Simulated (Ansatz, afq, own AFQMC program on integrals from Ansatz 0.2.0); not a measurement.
# CH₂Al (doublet): AFQMC on the coupled-cluster ladder, cc-pVDZ

How near does AFQMC come to the top of the ladder for CH₂Al (doublet)?

Computed with Ansatz 0.2.0, Gaussian basis, and an in-house AFQMC program (afq) on its integrals; all values are calculated. Level: cc-pVDZ, frozen cores.

Plan: PBE (unrestricted); r2SCAN (unrestricted); PBE0 (unrestricted); B3LYP (unrestricted); wB97M-V (unrestricted); B2PLYP (unrestricted); CCSD(T) on ROHF; CCSDT(Q) on ROHF; Phaseless AFQMC, CISD trial on ROHF; Phaseless AFQMC, single-determinant trial on ROHF; Free-projection AFQMC, CISD trial on ROHF; CCSD(T) on UHF; CCSDT(Q) on UHF; Phaseless AFQMC, CISD trial on UHF; Phaseless AFQMC, single-determinant trial on UHF; Free-projection AFQMC, CISD trial on UHF.

3 further runs of the same task are left out: 3 that didn't finish.

## Step 1: What is computed

The geometry is a PBE0/def2-TZVP stationary point (not a proven minimum).

4 atoms, charge 0, spin multiplicity 2.

Atoms are counted from 1 here; the program's logs count them from 0.

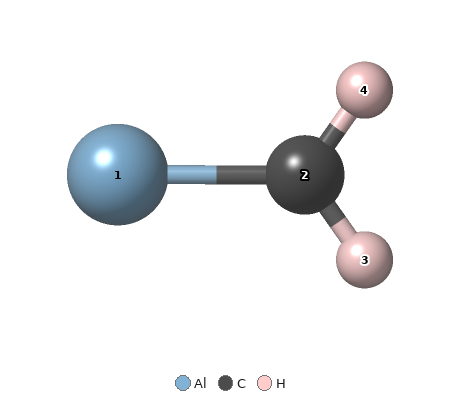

The structure; aluminium light blue, carbon dark grey, hydrogen pink; atoms are numbered from 1 in the order of the file.

## Step 2: PBE (unrestricted)

in.yaml reads:

```yaml
crystal:
  periodic: [false, false, false]
  atoms:
    - {symbol: Al, position_ang: [0.000000, 0.000000, 0.704959]}
    - {symbol: C, position_ang: [0.000000, 0.000000, -1.265754]}
    - {symbol: H, position_ang: [0.000000, -0.896128, -1.894102]}
    - {symbol: H, position_ang: [0.000000, 0.896128, -1.894102]}
basis:
  gaussian: {orbitals: cc-pVDZ}
magnetization: {spin_polarized: true, initial_magnetization: 1}
hamiltonian: {xc: {name: PBE}}
output: {orbitals: {seedname: orbitals}}
```

Launch:

```bash
ansatz run in.yaml --threads 1 --pin off --events-out ev --progress --plain --max-ram 1843MiB
```

Log:

```text
Functional definition: PBE
  name "PBE"
  cite "Perdew, Burke & Ernzerhof, Phys. Rev. Lett. 77, 3865 (1996) doi:10.1103/PhysRevLett.77.3865"
  parent pbe
  parameter kappa = 0.804
  parameter beta = 0.06672455060314922
  exchange = pbe_x(kappa = kappa, mu = beta*pi^2/3)
  correlation = pbe_c(beta = beta)
549 factors; their error is unknown
mean field evaluation 1: about -7641.4281 eV, gradient 5.0e1 eV
mean field evaluation 2: about -7507.8040 eV, gradient 9.5e1 eV
mean field evaluation 4: about -7652.1416 eV, gradient 2.3e1 eV
mean field evaluation 8: about -7658.5153 eV, gradient 6.2e-2 eV
mean field evaluation 16: about -7658.4906 eV, gradient 7.9e-5 eV
mean field evaluation 32: about -7656.6796 eV, gradient 9.4e0 eV
mean field -7658.49060314 eV, -281.4443385542 hartree, gradient 8.7e-6 eV, S^2 0.753584; 5 other end points of the search recorded, 0 dependent functions left out
reference -7658.49063233 eV, -281.4443396267 hartree; 11, 10 occupied and 31, 32 virtual orbitals, 549 factors
Total energy: -7658.49063233 eV, -281.4443396267 hartree
```

It took 1.8 s on 1 thread of AMD EPYC 7R13 (Zen 3), shared host.

From the report: ⟨S²⟩ of the determinant 0.754 (pure doublet: 0.75).

## Step 3: r2SCAN (unrestricted)

in.yaml, as its differences from that of step 2:

```diff
@@ -10,3 +10,2 @@
 magnetization: {spin_polarized: true, initial_magnetization: 1}
-hamiltonian: {xc: {name: PBE}}
-output: {orbitals: {seedname: orbitals}}
+hamiltonian: {xc: {name: r2SCAN}}
```

Same command.

Log:

```text
Functional definition: r2SCAN
  name "r2SCAN"
  cite "Furness, Kaplan, Ning, Perdew & Sun, J. Phys. Chem. Lett. 11, 8208 (2020) doi:10.1021/acs.jpclett.0c02405"
  cite "Furness, Kaplan, Ning, Perdew & Sun, J. Phys. Chem. Lett. 11, 9248 (2020) doi:10.1021/acs.jpclett.0c03077"
  parent r2scan
  parameter k0 = 0.174
  parameter k1 = 0.065
  parameter a1 = 4.9479
  exchange = r2scan_x(k0 = k0, k1 = k1, a1 = a1)
  correlation = r2scan_c
549 factors; their error is unknown
mean field evaluation 1: about -7647.6517 eV, gradient 4.6e1 eV
mean field evaluation 2: about -7527.7929 eV, gradient 9.2e1 eV
mean field evaluation 4: about -7657.1656 eV, gradient 2.1e1 eV
mean field evaluation 8: about -7662.3597 eV, gradient 5.4e-2 eV
mean field evaluation 16: about -7662.3350 eV, gradient 1.1e-4 eV
mean field evaluation 32: about -7661.3534 eV, gradient 1.8e0 eV
mean field -7662.33501614 eV, -281.5856181259 hartree, gradient 2.2e-5 eV, S^2 0.756222; 5 other end points of the search recorded, 0 dependent functions left out
reference -7662.33502723 eV, -281.5856185333 hartree; 11, 10 occupied and 31, 32 virtual orbitals, 549 factors
Total energy: -7662.33502723 eV, -281.5856185333 hartree
```

Run time: 4.2 s. Hardware: 1 thread of AMD EPYC 7R13 (Zen 3), shared host.

From the report: ⟨S²⟩ of the determinant 0.756 (pure doublet: 0.75).

## Step 4: PBE0 (unrestricted)

in.yaml, as its differences from that of step 3:

```diff
@@ -10,2 +10,3 @@
 magnetization: {spin_polarized: true, initial_magnetization: 1}
-hamiltonian: {xc: {name: r2SCAN}}
+hamiltonian: {xc: {name: PBE0}}
+output: {orbitals: {seedname: orbitals}}
```

The command is unchanged.

Log, cut to the lines that bear on the results:

```text
Functional definition: PBE0
  name "PBE0"
  cite "Adamo & Barone, J. Chem. Phys. 110, 6158 (1999) doi:10.1063/1.478522"
  cite "Perdew, Burke & Ernzerhof, Phys. Rev. Lett. 77, 3865 (1996) doi:10.1103/PhysRevLett.77.3865"
  parent pbe
[...]
401 factors; integrals over basis functions are off by at most 1.2e-3 eV
[...]
mean field -7659.36521822 eV, -281.4764800656 hartree, gradient 1.2e-5 eV, S^2 0.754244; 4 other end points of the search recorded, 0 dependent functions left out
reference -7659.36524023 eV, -281.4764808743 hartree; 11, 10 occupied and 31, 32 virtual orbitals, 401 factors
Total energy: -7659.36524023 eV, -281.4764808743 hartree
```

Run time: 2.8 s. Hardware: 1 thread of AMD EPYC 7R13 (Zen 3), shared host.

From the report: ⟨S²⟩ of the determinant 0.754 (pure doublet: 0.75).

## Step 5: B3LYP (unrestricted)

in.yaml, as its differences from that of step 4:

```diff
@@ -10,3 +10,2 @@
 magnetization: {spin_polarized: true, initial_magnetization: 1}
-hamiltonian: {xc: {name: PBE0}}
-output: {orbitals: {seedname: orbitals}}
+hamiltonian: {xc: {name: B3LYP}}
```

Same command.

Log, cut to the lines that bear on the results:

```text
Functional definition: B3LYP
  name "B3LYP"
  cite "Stephens, Devlin, Chabalowski & Frisch, J. Phys. Chem. 98, 11623 (1994) doi:10.1021/j100096a001"
  cite "Becke, Phys. Rev. A 38, 3098 (1988) doi:10.1103/PhysRevA.38.3098"
  cite "Lee, Yang & Parr, Phys. Rev. B 37, 785 (1988) doi:10.1103/PhysRevB.37.785"
  cite "Vosko, Wilk & Nusair, Can. J. Phys. 58, 1200 (1980) doi:10.1139/p80-159"
[...]
401 factors; integrals over basis functions are off by at most 1.2e-3 eV
[...]
mean field -7664.51194744 eV, -281.6656188756 hartree, gradient 2.5e-5 eV, S^2 0.753237; 4 other end points of the search recorded, 0 dependent functions left out
reference -7664.51213130 eV, -281.6656256322 hartree; 11, 10 occupied and 31, 32 virtual orbitals, 401 factors
Total energy: -7664.51213130 eV, -281.6656256322 hartree
```

It took 1.9 s on 1 thread of AMD EPYC 7R13 (Zen 3), shared host.

From the report: ⟨S²⟩ of the determinant 0.753 (pure doublet: 0.75).

## Step 6: wB97M-V (unrestricted)

in.yaml, as its differences from that of step 5:

```diff
@@ -10,2 +10,3 @@
 magnetization: {spin_polarized: true, initial_magnetization: 1}
-hamiltonian: {xc: {name: B3LYP}}
+hamiltonian: {xc: {name: wB97M-V}}
+output: {orbitals: {seedname: orbitals}}
```

Launched as before.

Log, cut to the lines that bear on the results:

```text
Functional definition: wB97M-V
  name "wB97M-V"
  cite "Mardirossian & Head-Gordon, J. Chem. Phys. 144, 214110 (2016) doi:10.1063/1.4952647"
  cite "Becke, J. Chem. Phys. 107, 8554 (1997) doi:10.1063/1.475007"
  cite "Vydrov & Van Voorhis, J. Chem. Phys. 133, 244103 (2010) doi:10.1063/1.3521275"
  # Of w^i u^j: cxij and so on, Table III.
[...]
  gx(w, u) = 1 - cx + cx01*u + cx10*w
  gss(w, u) = css00 + css04*u^4 + css10*w + css20*w^2 + css43*w^4*u^3
  gos(w, u) = cos00 + cos10*w + (cos20 + cos21*u)*w^2 + (cos60 + cos61*u)*w^6
[...]
      + integral(e_c_pw_mod_opposite_spin*gos(b97_w_opposite, b97_u_opposite)) + vv10(b, c)
401 factors; integrals over basis functions are off by at most 1.2e-3 eV
145 factors; integrals over basis functions are off by at most 9.6e-6 eV
[...]
mean field -7662.83656356 eV, -281.6040496536 hartree, gradient 8.1e-6 eV, S^2 0.752635; 2 other end points of the search recorded, 0 dependent functions left out
reference -7662.83659648 eV, -281.6040508633 hartree; 11, 10 occupied and 31, 32 virtual orbitals, 401 factors
Total energy: -7662.83659648 eV, -281.6040508633 hartree
```

Run time: 7 s. Hardware: 1 thread of AMD EPYC 7R13 (Zen 3), shared host.

From the report: ⟨S²⟩ of the determinant 0.753 (pure doublet: 0.75).

## Step 7: B2PLYP (unrestricted)

in.yaml, as its differences from that of step 6:

```diff
@@ -10,3 +10,3 @@
 magnetization: {spin_polarized: true, initial_magnetization: 1}
-hamiltonian: {xc: {name: wB97M-V}}
-output: {orbitals: {seedname: orbitals}}
+hamiltonian: {xc: {name: B2PLYP}}
+correlation: {electrons: outside_noble_gas}
```

The command is unchanged.

Log, cut to the lines that bear on the results:

```text
Functional definition: B2PLYP
  name "B2PLYP"
  cite "Grimme, J. Chem. Phys. 124, 034108 (2006) doi:10.1063/1.2148954"
  cite "Becke, Phys. Rev. A 38, 3098 (1988) doi:10.1103/PhysRevA.38.3098"
  cite "Lee, Yang & Parr, Phys. Rev. B 37, 785 (1988) doi:10.1103/PhysRevB.37.785"
[...]
401 factors; integrals over basis functions are off by at most 1.2e-3 eV
[...]
mean field -7657.86895373 eV, -281.4214933595 hartree, gradient 1.6e-6 eV, S^2 0.755017; 8 other end points of the search recorded, 0 dependent functions left out
6 core orbitals not correlated: weight in the atoms' cores, before any rotation towards them, 1.000 or more for the frozen orbitals, at most 0.000 for the correlated occupied ones
reference -7657.86907110 eV, -281.4214976728 hartree; 5, 4 occupied and 31, 32 virtual orbitals, 401 factors
second order -5.52135158 eV of doubles, -0.00000000 eV of singles
Total energy: -7659.35983602 eV, -281.4762822733 hartree
```

It took 4.4 s on 1 thread of AMD EPYC 7R13 (Zen 3), shared host.

From the report: ⟨S²⟩ of the determinant 0.755 (pure doublet: 0.75).

## Step 8: CCSD(T) on ROHF

in.yaml, as its differences from that of step 7:

```diff
@@ -9,4 +9,3 @@
   gaussian: {orbitals: cc-pVDZ}
-magnetization: {spin_polarized: true, initial_magnetization: 1}
-hamiltonian: {xc: {name: B2PLYP}}
-correlation: {electrons: outside_noble_gas}
+magnetization: {spin_polarized: false, initial_magnetization: 1}
+correlation: {method: ccsd_t, electrons: outside_noble_gas, hamiltonian_folder: ham}
```

Launched as before.

Log, cut to the lines that bear on the results:

```text
Functional definition: HF
  name "HF"
  cite "Fock, Z. Phys. 61, 126 (1930) doi:10.1007/BF01340294"
  parent pbe
[...]
401 factors; integrals over basis functions are off by at most 1.2e-3 eV
[...]
mean field -7643.09765767 eV, -280.8786582417 hartree, gradient 2.3e-6 eV, S^2 0.750000; 7 other end points of the search recorded, 0 dependent functions left out
[...]
determinant -7643.09765767 eV, -280.8786582417 hartree, with singles and doubles -7648.50044048 eV, -281.0772068479 hartree
determinant -7641.31780462 eV, -280.8132498486 hartree, with singles and doubles -7647.29599080 eV, -281.0329441385 hartree
determinant -7637.63217301 eV, -280.6778053852 hartree, with singles and doubles -7644.09047781 eV, -280.9151437090 hartree
6 core orbitals not correlated: weight in the atoms' cores, before any rotation towards them, 1.000 or more for the frozen orbitals, at most 0.000 for the correlated occupied ones
reference -7643.09765767 eV, -280.8786582417 hartree; 5, 4 occupied and 31, 32 virtual orbitals, 401 factors
second order -4.44463716 eV of doubles, -0.05521221 eV of singles
cycle   1  -5.40275095 eV  change    3.2e-5 eV  update   4.1e-4
[...]
cycle   6  -5.40278877 eV  change   -5.5e-6 eV  update   4.1e-6
perturbative correction -0.13426282 eV, -0.0049340677 hartree
Total energy: -7648.63470926 eV, -281.0821411344 hartree
```

It took 2.8 s on 1 thread of AMD EPYC 7R13 (Zen 3), shared host.

From the report: correlation -5.5371 eV; T1 0.017; largest double amplitude 0.11.

This run also writes the integrals to the folder ham.

## Step 9: CCSDT(Q) on ROHF

in.yaml, as its differences from that of step 8:

```diff
@@ -10,2 +10,2 @@
 magnetization: {spin_polarized: false, initial_magnetization: 1}
-correlation: {method: ccsd_t, electrons: outside_noble_gas, hamiltonian_folder: ham}
+correlation: {method: ccsdt_q, electrons: outside_noble_gas}
```

Launched as before.

Log, cut to the lines that bear on the results:

```text
Functional definition: HF
  name "HF"
  cite "Fock, Z. Phys. 61, 126 (1930) doi:10.1007/BF01340294"
  parent pbe
[...]
783 factors; integrals over basis functions are off by at most 1.9e-7 eV
[...]
mean field -7643.09769107 eV, -280.8786594693 hartree, gradient 2.3e-6 eV, S^2 0.750000; 7 other end points of the search recorded, 0 dependent functions left out
[...]
determinant -7643.09769107 eV, -280.8786594693 hartree, with singles and doubles -7648.50047584 eV, -281.0772081472 hartree
determinant -7641.31783959 eV, -280.8132511336 hartree, with singles and doubles -7647.29601901 eV, -281.0329451751 hartree
determinant -7637.63221143 eV, -280.6778067971 hartree, with singles and doubles -7644.09050750 eV, -280.9151447999 hartree
6 core orbitals not correlated: weight in the atoms' cores, before any rotation towards them, 1.000 or more for the frozen orbitals, at most 0.000 for the correlated occupied ones
reference -7643.09769107 eV, -280.8786594693 hartree; 5, 4 occupied and 31, 32 virtual orbitals, 783 factors
second order -4.44466251 eV of doubles, -0.05521199 eV of singles
cycle   1  -5.12404719 eV  change   -6.2e-1 eV  update   7.9e-2
[...]
cycle  17  -5.56007706 eV  change    5.3e-7 eV  update   3.1e-7
perturbative correction -0.00830924 eV, -0.0003053590 hartree
Total energy: -7648.66607738 eV, -281.0832938917 hartree
```

Wall time 12 s (1 thread of AMD EPYC 7R13 (Zen 3), shared host).

From the report: correlation -5.5684 eV; T1 0.017; largest double amplitude 0.11.

## Step 10: Phaseless AFQMC, CISD trial on ROHF

It reads the integrals that the CCSD(T) run on this determinant wrote.

Launch:

```bash
afq ham --method phaseless --trial cisd --walkers 60 --populations 1 --least-time 40 --time-step 0.005 --steps-per-block 50 --equilibration-blocks 28 --max-blocks 300 --target-error 0.00036 --factor-cut 1e-05 --start spin_pure --seed 2576 --release-times 0.24,0.5,1,1.5 --release-step 0.02 --release-every 4 --taylor-order 6
```

Log:

```text
orbitals 36  electrons 5 4  factors 274 of 401
reference energy -280.87865824 Eh
CCSD correlation -0.19854851 Eh in 11 cycles, weight of the determinant in the CISD state 0.8769
energy of the start -281.077207 Eh
 block  time / (1/Eh)  mean weight  energy / Eh
     1     0.250  1.0013  -281.075031
     2     0.500  0.9993  -281.074869
     3     0.750  1.0006  -281.077076
     4     1.000  0.9987  -281.078008
     5     1.250  1.0000  -281.079188
     6     1.500  1.0003  -281.081479
     7     1.750  1.0015  -281.081841
     8     2.000  0.9991  -281.081998
     9     2.250  1.0003  -281.085049
    10     2.500  1.0005  -281.084367
    17     4.250  0.9999  -281.080226
    25     6.250  1.0004  -281.081836
    33     8.250  0.9995  -281.084784
    41    10.250  1.0000  -281.082544
    49    12.250  1.0018  -281.079774
    57    14.250  1.0013  -281.083273
    65    16.250  1.0029  -281.081079
    73    18.250  1.0005  -281.083333
    81    20.250  1.0022  -281.082072
    89    22.250  1.0007  -281.079926
    97    24.250  0.9982  -281.092856
   105    26.250  1.0002  -281.079671
   113    28.250  0.9989  -281.082986
   121    30.250  1.0026  -281.083371
   129    32.250  0.9982  -281.078333
   137    34.250  1.0008  -281.082237
   145    36.250  0.9990  -281.083642
   153    38.250  0.9985  -281.081057
   161    40.250  1.0012  -281.087171
   169    42.250  0.9989  -281.074280
   177    44.250  0.9932  -281.084590
   185    46.250  1.0010  -281.090380
   193    48.250  0.9981  -281.083881
   201    50.250  0.9981  -281.082906
   209    52.250  0.9992  -281.087277
   217    54.250  0.9993  -281.081349
   225    56.250  0.9984  -281.086523
   233    58.250  0.9997  -281.084886
   241    60.250  0.9999  -281.084404
   249    62.250  1.0016  -281.091719
   257    64.250  0.9971  -281.079312
   265    66.250  0.9998  -281.080496
   273    68.250  0.9995  -281.084378
   281    70.250  1.0018  -281.087625
   289    72.250  1.0007  -281.079959
   297    74.250  0.9993  -281.081648
   305    76.250  0.9983  -281.075780
   313    78.250  0.9980  -281.084791
   321    80.250  0.9983  -281.083489
blocks merged  error / Eh  count
     1  0.000261  300
     2  0.000328  150
     4  0.000407  75
     8  0.000520  37
    16  0.000526  18
    32  0.000551  9
released: time / (1/Eh)  energy / Eh  error  mean overlap
  0.24  -281.082901  0.000381  1.0015
  0.50  -281.083092  0.000332  1.0012
  1.00  -281.082785  0.000307  0.9997
  1.50  -281.082206  0.000401  1.0154
energy -281.083320 +/- 0.000526 Eh
```

Run time: 4.5 min. Hardware: 1 thread of AMD EPYC 7R13 (Zen 3), shared host; peak memory 0.26 GiB.

Energy -7648.6668 ± 0.0143 eV. Caveats: constraint bias not in the error.

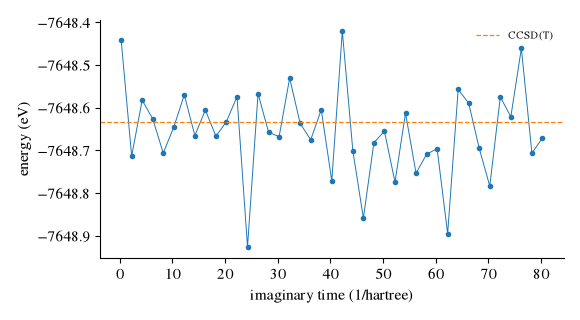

Block energies along the walk.

## Step 11: Phaseless AFQMC, single-determinant trial on ROHF

It reads the integrals that the CCSD(T) run on this determinant wrote.

Launch:

```bash
afq ham --method phaseless --trial hf --walkers 120 --populations 1 --least-time 40 --time-step 0.005 --steps-per-block 20 --equilibration-blocks 112 --max-blocks 600 --target-error 0.00108 --factor-cut 1e-05 --start spin_pure --seed 8594 --taylor-order 6
```

Log:

```text
orbitals 36  electrons 5 4  factors 274 of 401
reference energy -280.87865824 Eh
CCSD correlation -0.19854851 Eh in 11 cycles, weight of the determinant in the CISD state 0.8769
energy of the start -280.878659 Eh
 block  time / (1/Eh)  mean weight  energy / Eh
     1     0.100  0.9990  -280.919717
     2     0.200  1.0002  -280.952317
     3     0.300  1.0003  -280.972494
     4     0.400  0.9995  -280.988971
     5     0.500  1.0008  -281.006309
     6     0.600  1.0024  -281.032695
     7     0.700  0.9994  -281.033181
     8     0.800  1.0005  -281.038836
     9     0.900  1.0017  -281.049329
    10     1.000  1.0017  -281.053888
    18     1.800  0.9986  -281.062453
    35     3.500  1.0010  -281.100942
    52     5.200  1.0007  -281.076082
    69     6.900  0.9985  -281.087202
    86     8.600  1.0008  -281.142998
   103    10.300  0.9990  -281.086402
   120    12.000  0.9997  -281.096390
   137    13.700  0.9979  -281.056001
   154    15.400  0.9996  -281.082807
   171    17.100  1.0003  -281.067986
   188    18.800  1.0001  -281.099304
   205    20.500  1.0004  -281.066344
   222    22.200  1.0004  -281.084684
   239    23.900  1.0001  -281.081980
   256    25.600  0.9989  -281.093561
   273    27.300  0.9995  -281.059936
   290    29.000  1.0020  -281.081563
   307    30.700  1.0012  -281.074591
   324    32.400  0.9999  -281.084062
   341    34.100  0.9999  -281.084883
   358    35.800  0.9997  -281.061063
   375    37.500  0.9984  -281.076834
   392    39.200  1.0001  -281.094456
   409    40.900  0.9994  -281.121503
   426    42.600  1.0008  -281.078612
   443    44.300  0.9989  -281.073242
   460    46.000  1.0002  -281.061925
   477    47.700  0.9993  -281.079396
   494    49.400  1.0004  -281.087349
   511    51.100  0.9988  -281.070248
   528    52.800  1.0015  -281.082386
   545    54.500  0.9999  -281.088050
   562    56.200  0.9992  -281.074514
   579    57.900  0.9998  -281.091526
   596    59.600  0.9995  -281.069509
   613    61.300  1.0007  -281.094021
   630    63.000  1.0013  -281.080530
   647    64.700  0.9982  -281.091916
   664    66.400  1.0003  -281.080034
   681    68.100  0.9997  -281.111692
   698    69.800  0.9972  -281.058999
blocks merged  error / Eh  count
     1  0.000647  600
     2  0.000861  300
     4  0.001130  150
     8  0.001426  75
    16  0.001722  37
    32  0.001957  18
    64  0.002031  9
energy -281.081084 +/- 0.001957 Eh
```

It took 2.6 min on 1 thread of AMD EPYC 7R13 (Zen 3), shared host; peak memory 0.26 GiB.

Energy -7648.6060 ± 0.0533 eV. Caveats: constraint bias not in the error; error above the target.

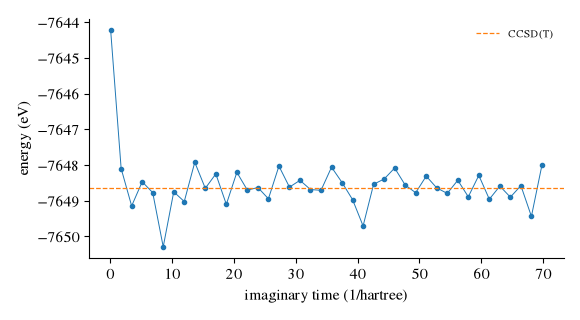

Block energies along the walk.

## Step 12: Free-projection AFQMC, CISD trial on ROHF

It reads the integrals that the CCSD(T) run on this determinant wrote.

Launch:

```bash
afq ham --method free --trial cisd --walkers 60 --time-step 0.03 --max-blocks 80 --target-error 0.00036 --factor-cut 1e-05 --seed 9091 --times 0,0.3,0.6,1.2,1.8,2.4,3.6,4.8,6 --taylor-order 8
```

Log:

```text
orbitals 36  electrons 5 4  factors 274 of 401
reference energy -280.87865824 Eh
CCSD correlation -0.19854851 Eh in 11 cycles, weight of the determinant in the CISD state 0.8769
repeat  energy at the last time / Eh  error
    10  -281.083102  0.002366
    20  -281.083503  0.001250
    30  -281.084011  0.001109
    40  -281.083059  0.001045
    50  -281.083160  0.000961
    60  -281.083472  0.000901
    70  -281.083481  0.000808
    80  -281.083494  0.000731
time / (1/Eh)  energy / Eh  error  mean overlap
  0.00  -281.077028  0.000139  1.1410
  0.30  -281.080364  0.000175  1.1423
  0.60  -281.081734  0.000216  1.1378
  1.20  -281.082625  0.000269  1.1382
  1.80  -281.083278  0.000275  1.1184
  2.40  -281.082964  0.000344  1.1218
  3.60  -281.083674  0.000383  1.0868
  4.80  -281.083260  0.000547  1.0665
  6.00  -281.083494  0.000731  1.0961
energy -281.083494 +/- 0.000731 Eh
```

Wall time 3.6 min (1 thread of AMD EPYC 7R13 (Zen 3), shared host); peak memory 0.27 GiB.

Energy -7648.6715 ± 0.0199 eV. Caveats: remainder of the start not in the error; error above the target.

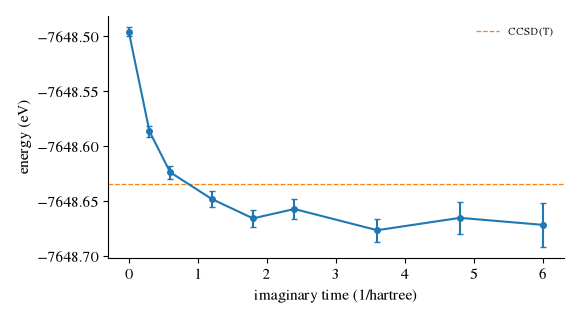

Energy against projection time, with error bars.

[end of part 1 of 2]
